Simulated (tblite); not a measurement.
## Run report: C5H6O2, molecular dynamics (part 2 of 2)

C5H6O2 (2-pentynoic acid); GFN2-xTB Langevin dynamics, gas phase (tblite 0.8.0). 

Geometry of the input (Å):
```
C  -2.2503  -0.1615  0.0282
C  -1.1046  -1.1727  0.0893
C  0.1762  -0.5194  0.2115
C  1.2239  0.0654  0.3072
C  2.5126  0.6808  0.4388
O  3.5183  0.1066  0.7676
O  2.4745  1.9913  0.1491
H  -2.1228  0.5067  -0.8199
H  -2.2773  0.4369  0.9356
H  -3.1997  -0.6812  -0.0757
H  -1.2363  -1.8425  0.9440
H  -1.0922  -1.7822  -0.8190
H  3.3601  2.3738  0.2478
```

Trajectory as extended XYZ, continued:
```
13
Properties=species:S:1:pos:R:3:forces:R:3 step=4550 time_fs=6825.0 energy=-593.26527 temperature=778.1
C    -2.4565   -0.3689    3.9549    3.8900  -0.6470   1.4620
C    -1.8209   -1.2673    5.1110    0.1480  -1.5670   0.0710
C    -0.3764   -1.0887    5.3444   -1.8890   0.3000  -0.3400
C     0.6520   -0.6538    5.7776    1.5350  -0.1680   0.3410
C     2.0513   -0.3274    6.0835   -2.3440  -0.5650   1.6160
O     2.6138   -0.4290    7.1262    0.2940  -0.9330   1.8210
O     2.5776    0.2825    5.1149    0.7510   1.4940  -4.0660
H    -2.4383    0.7186    4.2242   -0.1090  -1.1630  -0.3910
H    -3.4093   -0.7967    3.8438   -0.9460   0.0430  -0.8170
H    -1.6279   -0.6364    3.1897   -2.0920   0.9760   0.3360
H    -2.2320   -1.2045    6.1556   -0.2370   0.1790  -1.0780
H    -1.9834   -2.3802    4.7489    0.3080   1.8500   0.7340
H     3.4908    0.5281    5.2553    0.6920   0.2020   0.3120
13
Properties=species:S:1:pos:R:3:forces:R:3 step=4900 time_fs=7350.0 energy=-593.24789 temperature=613.3
C    -2.9177   -0.9567    2.9630    1.6730  -0.6780  -0.6560
C    -1.8997   -1.9810    3.5904   -0.7430  -1.5320  -0.7850
C    -0.8448   -1.2039    4.1305   -0.9790  -1.4080  -0.6340
C     0.0162   -0.5982    4.6673    2.8960   1.7710   1.5160
C     1.2456    0.0524    5.1348   -0.5460  -0.3610  -1.4300
O     1.6261    0.2898    6.2306   -0.3550   0.0110   2.0160
O     2.0424    0.3586    4.1098    1.5730   0.8400  -0.2600
H    -3.6095   -0.5505    3.7124    0.5770   0.2380  -0.6970
H    -3.3933   -1.5343    2.1933   -1.0680  -0.0600  -0.0800
H    -2.2447   -0.2618    2.3166   -1.3690  -0.4020   1.6680
H    -2.2725   -2.7297    4.4688    0.3940   1.5960  -2.2160
H    -1.5242   -2.5900    2.6237   -0.4540   0.8420   2.3310
H     2.8922    0.7986    4.4936   -1.6000  -0.8560  -0.7720
13
Properties=species:S:1:pos:R:3:forces:R:3 step=5250 time_fs=7875.0 energy=-593.00640 temperature=855.7
C    -1.9678   -2.9897    2.8959   -1.3710   1.0790  -4.2540
C    -2.1726   -1.6190    3.5566    0.5670  -1.1900   0.7880
C    -0.8663   -0.9685    3.7270   -2.0760  -0.7510  -0.3660
C     0.1990   -0.4223    3.6650   -0.3880  -1.2070   0.2730
C     1.4666    0.0145    3.3586    2.9000   3.6110  -5.6090
O     1.8813    0.1024    2.1220   -1.4590  -1.1200   4.8050
O     2.0197    0.8289    4.2682   -1.4610  -1.6930   1.6580
H    -1.5698   -2.8236    1.8274    0.5210  -0.0370   1.5210
H    -2.9494   -3.3550    2.5126    0.1480  -0.1240   1.2020
H    -1.4323   -3.7614    3.3439    0.7660  -0.6850   1.0080
H    -2.8553   -1.1116    2.8854    0.1800   0.6600   0.1500
H    -2.6941   -1.8629    4.5001    0.3360   0.6840  -0.0580
H     2.6311    1.4871    4.0280    1.3380   0.7730  -1.1190
13
Properties=species:S:1:pos:R:3:forces:R:3 step=5600 time_fs=8400.0 energy=-593.22272 temperature=1137.6
C    -0.3905   -1.7111    5.0987    2.2420  -2.8530   1.4930
C     0.0673   -0.7369    4.0201   -0.4590   0.8340   0.7160
C     1.2554   -1.0569    3.2313   -2.6130   0.7500   2.4260
C     2.1051   -1.4704    2.5203    1.9830  -1.3100  -1.5480
C     3.3332   -1.7494    1.8634    3.3690  -1.7230  -1.7710
O     3.8723   -2.7635    1.3395   -2.7140   2.3360   1.7290
O     4.1273   -0.6400    1.8829    1.1410  -0.6720  -0.7650
H    -1.4074   -1.7715    5.3358   -1.7450   0.7010  -0.4420
H     0.0142   -1.6634    6.2090    0.2540   0.1800  -2.4130
H    -0.1844   -2.7604    4.6755    0.0820   1.1780   0.9000
H    -0.7743   -0.8037    3.3265    0.0670   0.6000  -0.3080
H     0.1219    0.2704    4.5200    0.1490  -0.6430  -0.9180
H     5.0175   -0.9146    1.4327   -1.7560   0.6220   0.9010
13
Properties=species:S:1:pos:R:3:forces:R:3 step=5950 time_fs=8925.0 energy=-592.82661 temperature=790.8
C    -0.2529   -2.9499    5.3722   -0.0800   1.1830   0.8190
C     1.2352   -2.9092    5.2423    3.5220   0.7660   1.0580
C     1.4966   -2.5061    3.8755    1.3840  -0.1400  -0.2300
C     1.9810   -2.2629    2.7897   -0.2370   0.6920  -0.1500
C     2.6171   -1.5930    1.6771    1.5910   0.4720  -0.8810
O     2.8943   -0.4173    1.5483   -1.0910   0.0770   1.1400
O     3.2038   -2.3952    0.7611    0.4690  -0.8050  -0.2380
H    -0.5932   -3.6516    6.1058   -0.2010   0.4690   1.1740
H    -0.7640   -3.2842    4.5277   -0.3240  -0.7670  -1.9780
H    -0.5435   -1.8656    5.4046   -0.2580  -1.1310   0.8880
H     1.7274   -1.9659    5.9344   -1.2530  -2.3120  -1.4850
H     1.9864   -3.8535    5.5457   -2.2980   1.9180  -0.7840
H     3.9039   -1.9000    0.2375   -1.2220  -0.4210   0.6670
13
Properties=species:S:1:pos:R:3:forces:R:3 step=6300 time_fs=9450.0 energy=-592.95322 temperature=669.1
C     0.7603   -3.3313    5.7129    0.8650   2.9650  -3.3530
C     2.2300   -3.5816    4.9821   -0.8830   1.0660   3.5450
C     2.4588   -3.2504    3.6398   -1.3780   0.6730  -1.7600
C     2.2459   -2.9713    2.4670    2.1370  -0.1970  -0.1680
C     2.9166   -2.6024    1.1960   -1.6830   0.9880  -0.1520
O     3.8593   -1.8464    1.1400   -0.6520  -1.1030  -0.2480
O     2.1327   -3.0140    0.1419    0.1450  -0.6020   2.5070
H     0.1883   -2.5732    4.8925    1.0440  -2.1310   2.2520
H     0.8387   -2.7410    6.6563    0.0990  -0.8410  -0.8800
H     0.2748   -4.2739    5.8042   -0.4580  -0.1540   0.1050
H     2.9337   -2.9269    5.6170   -0.5710  -1.1730  -0.8150
H     2.4091   -4.6403    5.1010    0.4420  -0.2320   0.2770
H     2.3067   -2.7252   -0.7273    0.8940   0.7400  -1.3110
13
Properties=species:S:1:pos:R:3:forces:R:3 step=6650 time_fs=9975.0 energy=-592.54530 temperature=738.4
C     0.3343   -3.8747    5.6204    1.3950   0.1220   0.3390
C     1.9457   -3.7385    5.3995   -2.8770   2.1000   0.0160
C     2.1620   -3.1839    4.0540    0.5080  -1.3490   1.9810
C     2.6363   -3.3258    2.9579   -0.0130  -0.6650  -0.7900
C     2.8203   -3.8967    1.6605   -6.2450   1.4780   1.7270
O     3.7070   -3.8201    0.9494    4.7390  -0.4390  -3.1880
O     1.5285   -4.3142    1.1819    2.1350  -0.6580  -0.2450
H    -0.3632   -4.3277    4.9131    0.9260   0.1600  -0.5150
H    -0.1077   -2.9401    5.9467    0.1550   0.0970  -0.0430
H     0.4212   -4.5469    6.4358   -0.8290  -0.5520   1.1290
H     2.2174   -3.0090    6.2950    0.1300  -1.8470  -1.8360
H     2.2774   -4.7929    5.3550    0.4750   0.9690   0.4580
H     1.7241   -4.7530    0.3050   -0.4990   0.5820   0.9650
13
Properties=species:S:1:pos:R:3:forces:R:3 step=7000 time_fs=10500.0 energy=-593.25841 temperature=1084.2
C     2.2270   -3.2730    6.9494    1.0160   2.0040   4.1400
C     2.4522   -2.1688    5.9476   -2.0410   1.0530   1.8900
C     3.2780   -2.7212    5.0058    4.6520  -2.0390  -4.0910
C     4.1733   -3.2284    4.2995   -3.1810   1.3200   1.8430
C     4.5537   -3.8366    3.0536    3.2130   2.6380  -0.2490
O     5.5109   -3.3409    2.4049   -2.9220  -2.2010   0.9660
O     3.7353   -4.8351    2.8137    0.1400  -0.7690  -2.0670
H     3.1420   -3.2378    7.6304   -0.9180  -0.6700  -0.8070
H     2.0940   -4.1831    6.5240   -0.0560  -2.5930  -1.3000
H     1.3896   -3.1559    7.6774    0.2710   0.4610  -0.7220
H     1.4677   -1.9983    5.5037    0.0700   0.6230  -0.2350
H     2.8619   -1.2817    6.4648   -0.3230  -0.1340  -0.4810
H     3.8183   -5.1776    1.8730    0.0780   0.3070   1.1140
13
Properties=species:S:1:pos:R:3:forces:R:3 step=7350 time_fs=11025.0 energy=-593.09603 temperature=880.2
C     3.8040   -2.4005    7.5516   -3.7530   3.6690  -1.0720
C     5.0503   -3.1790    7.4199    1.9780   0.2050   3.0210
C     4.8321   -4.2037    6.4836    0.4610  -1.2640  -1.2990
C     4.7037   -5.0626    5.6363   -0.0830   1.3350   2.4880
C     4.4278   -5.8486    4.5352    3.4060   1.3570  -1.7850
O     3.4079   -6.2189    4.0982   -1.3620  -1.2560  -0.8340
O     5.6871   -5.7594    3.8001   -1.8950  -0.5070   1.3590
H     2.9094   -2.8870    8.0734    1.6050   0.1570  -0.5500
H     3.3460   -2.1051    6.5201    0.8610  -0.7000   1.2680
H     3.8423   -1.3396    8.0206    0.5860  -1.7850  -0.2990
H     6.0825   -2.6127    7.3480   -2.0480  -0.7140  -0.5010
H     5.1250   -3.6319    8.4637    0.3580  -0.0800  -0.9440
H     5.5812   -6.0948    2.9211   -0.1130  -0.4170  -0.8520
13
Properties=species:S:1:pos:R:3:forces:R:3 step=7700 time_fs=11550.0 energy=-593.08904 temperature=1296.2
C     6.9385   -2.7382    7.6398    0.7870  -0.1270  -2.2510
C     6.9418   -4.1624    7.0699    1.1480   0.2540  -1.1960
C     6.0091   -4.3417    5.9491    0.5920  -0.7770  -1.2630
C     5.5048   -4.6502    4.8717    0.2390   1.1420   2.3680
C     4.6090   -5.3385    4.0092   -0.0160   0.7020  -2.4680
O     3.7825   -4.9850    3.1695    0.8530   0.1970   1.9620
O     4.9957   -6.6148    4.0307   -3.1440  -1.7670  -0.5440
H     7.9415   -2.3211    7.6137    0.1350   0.3800  -1.0240
H     6.8282   -2.7080    8.6646   -1.5210  -0.0750   1.9960
H     6.2184   -2.2270    6.9860    0.4080   0.5750   0.9850
H     8.0119   -4.4765    6.7943   -1.4250   0.3670  -0.1430
H     6.6681   -4.8334    7.8301   -0.6040  -1.0990   0.9710
H     4.1123   -7.0363    3.6222    2.5470   0.2280   0.6070
13
Properties=species:S:1:pos:R:3:forces:R:3 step=8050 time_fs=12075.0 energy=-593.25656 temperature=925.7
C     5.6777   -2.7521    5.5771    1.5630  -2.0010  -1.4290
C     6.0243   -2.1530    4.1431    1.1330   1.3560   1.9190
C     5.8958   -3.1448    3.1554   -1.4910  -2.6540  -2.3380
C     5.6529   -4.0293    2.3375   -0.4280   0.2680   1.2990
C     5.2042   -5.2538    1.6632    3.7270  -0.3320  -0.0040
O     4.2675   -5.4688    0.9798   -1.4870   0.2750  -0.1840
O     6.2393   -6.2375    1.7191   -1.6820   0.4380  -0.0240
H     4.6723   -2.6944    5.9999    0.1340  -0.0910  -0.9720
H     6.3372   -2.5589    6.4118    0.3710   1.0420  -0.2130
H     6.0441   -3.7901    5.2920   -1.3160   0.3380   1.1010
H     5.4403   -1.2657    3.9373   -0.1620   0.2010  -0.1820
H     7.1174   -1.8889    4.0851   -0.7640   0.1550   0.5260
H     5.9048   -7.0561    1.2571    0.4020   1.0060   0.5000
13
Properties=species:S:1:pos:R:3:forces:R:3 step=8400 time_fs=12600.0 energy=-593.37961 temperature=855.7
C     4.7543   -3.0513    5.8200   -0.4150   0.0890   0.4020
C     5.9309   -2.8510    4.8977    1.4030   1.4770  -0.1570
C     5.9111   -4.0025    4.0543    0.6800   0.9690   0.7230
C     5.5725   -5.0062    3.5022    0.0600   0.1820   0.0730
C     5.7019   -5.9353    2.4659    1.0030   0.5950   0.3400
O     4.8407   -6.5180    1.9406   -2.7790  -2.2020  -1.4860
O     6.9645   -5.9875    2.0719    1.7850   0.2230   0.4100
H     4.4225   -2.2151    6.4453    0.4000  -0.1680  -0.2690
H     4.8208   -3.9709    6.4168    0.5140   0.4820   0.0820
H     4.0409   -3.2958    5.0881   -1.9540   0.0140  -0.4250
H     5.9430   -1.9490    4.1872   -0.7020  -0.8590   1.0120
H     6.8647   -2.7088    5.4539    0.1300  -0.4320  -0.0540
H     7.2291   -6.8381    1.7246   -0.1250  -0.3710  -0.6500
```

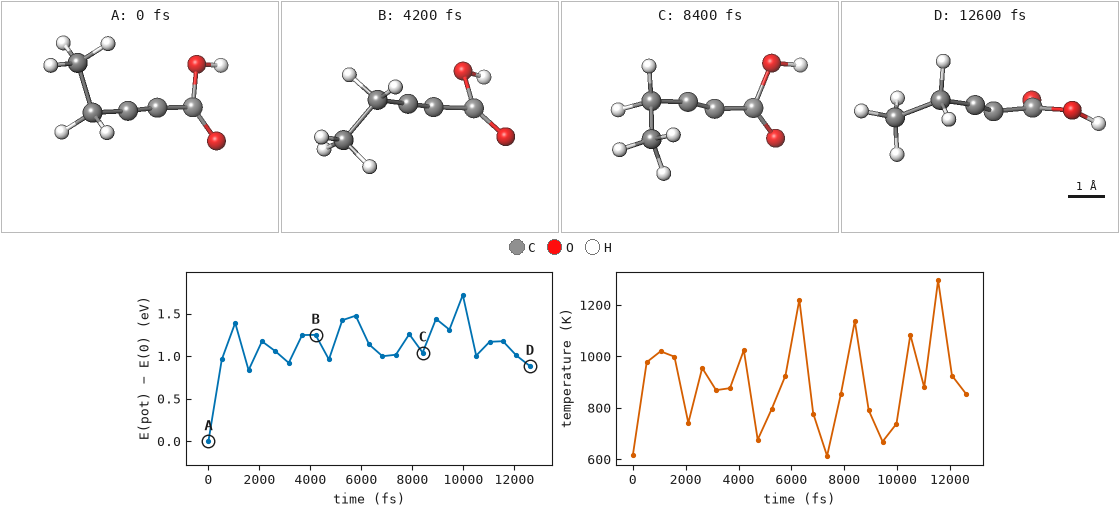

Figure 1. Frames of the molecular dynamics (ball-and-stick, seen at a tilt) above the curves, on which the letters mark them. The trajectory kept here has 25 frames over 12600 fs. The temperature starts at 615 K, ranges from 613 to 1296 K and averages 911 K over the second half. The potential energy ends 0.885 eV above its first value. After an unweighted best fit of the last frame on the first, the root-mean-square displacement is 1.25 Å, and O6 has moved furthest (2.05 Å).

Summary:

| quantity | value |
| --- | --- |
| outcome | finished |
| mean temperature over the second half | 911 K |
| trajectory | 25 frames kept, 12600 fs |
| wall time | 40 s |
| peak memory | 0.51 GiB |
